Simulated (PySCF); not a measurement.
# C6H7F: magnetic properties

Programs: PySCF 2.14.0, with routines of our own; each step states its level. All values are computed. Atoms count from 0.

## Step 1: The starting structure

14 atoms, charge 0, multiplicity 1; geometry from: GFN2-xTB.

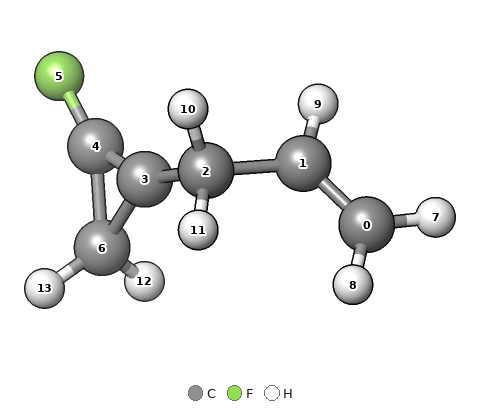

The starting geometry (carbon grey, fluorine green, hydrogen white).

## Step 2: Magnetic properties: GIAO PBE0/pcSseg-1

Job settings and geometry (Å):

```
{"job": {"kind": "mag", "xc": "PBE0", "basis": "pcSseg-1", "isotopologues": 2}, "charge": 0, "multiplicity": 1}
C      0.327455    -2.412541     0.158350
C      0.880462    -1.219699     0.058636
C      0.495862    -0.037216     0.905108
C     -0.082870     1.015260     0.050710
C     -0.001145     2.043469    -0.731054
F      0.710961     2.991537    -1.318147
C     -1.380465     1.505311    -0.592341
H      0.627481    -3.232909    -0.470847
H     -0.445746    -2.623476     0.878971
H      1.650632    -1.025085    -0.675370
H      1.385629     0.356880     1.405374
H     -0.235081    -0.339907     1.657383
H     -1.825061     0.943996    -1.407584
H     -2.108791     2.033907     0.013841
```

With the program's defaults for keys left out, this is: GIAO PBE0/pcSseg-1 magnetisability, rotational g tensor and spin-rotation constants, non-relativistic, gas phase.

Run with:

```bash
$ OMP_NUM_THREADS=1 python excited_run.py task.json out
```

One launch serves the whole session: the jobs run in the order shown.

**Question.** How long does this first job take on 1 thread of Arm Neoverse V2, shared host, and how much memory does it need?

About 14 s, with a peak of 0.8 GiB.
